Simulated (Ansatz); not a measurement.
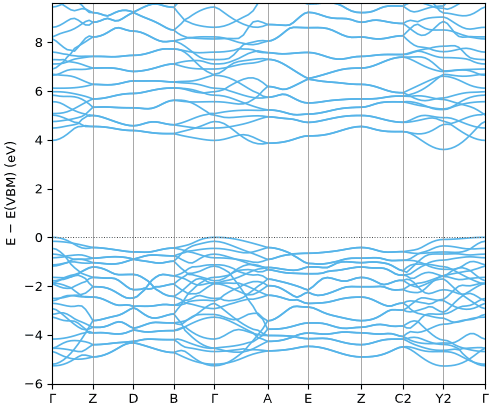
Fig. 1. Band structure from DFT-LDA in the program Ansatz with PAW potentials

**Question.** Read off the gap and where the band edges lie.

**Answer.** About 3.6 eV (3.60 eV by a search for the band edges); maximum at Γ, minimum at Y2.

The material is ZrO₂ in space group P2_1/c (No. 14; Zr on 4e, O on 4e, O on 4e).

The LDA relaxation kept the symmetry of its start. The run is not spin-polarised. Spin–orbit coupling is left out wherever it is not named.

Potentials: the later of the program's two PAW sets.
